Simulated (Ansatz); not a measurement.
Ligand exchange: C4H4F2 + SiH(CH3)(SiH3)2 → C4H5F + Si(CH3)(SiH3)2F

Species: C4H4F2 `FCC#CCF`, singlet; SiH(CH3)(SiH3)2, singlet; C4H5F `CC#CCF`, singlet; Si(CH3)(SiH3)2F, singlet. The partners trade F for H: C–F and Si–H bonds give way to C–H and Si–F.

Shapes, held fixed at every level: PBE0-D4/def2-TZVP. Programs: Ansatz 0.2.0. Electronic energies: no zero-point or thermal term.

```tsv
level	kind	ΔE (kJ/mol)	less CCSD(T)/CBS estimate
r2SCAN-D4/def2-TZVPP	meta-GGA	-219.1	+5.4
B3LYP-D4/def2-TZVPP	global hybrid	-218.1	+6.4
PBE0-D4/def2-TZVPP	global hybrid	-212.7	+11.8
wB97M-V/def2-TZVPP	range-separated hybrid	-219.1	+5.4
wB97X-V/def2-TZVPP	range-separated hybrid	-215.8	+8.7
MP2/def2-TZVPP	perturbation theory	-226.5	-2.0
CCSD(T)/def2-TZVPP	coupled cluster or CI	-217.3	+7.2
CCSD(T)/CBS estimate	coupled cluster or CI	-224.5	0.0
```

The highest level, CCSD(T)/CBS estimate, gives ΔE = -224.5 kJ/mol; the levels span -226.5 to -212.7. The column of differences is taken from that level and isn't an error. No measured value is set beside it here. The CBS estimate extrapolates MP2 from def2-TZVPP and def2-QZVPP and adds CCSD(T) − MP2 in the triple-zeta set, cores frozen.

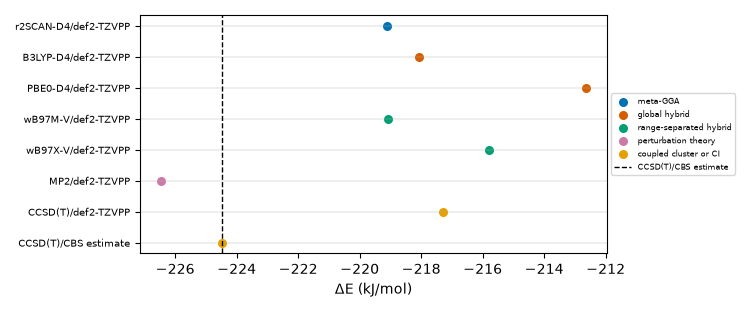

The values of the table, level by level.
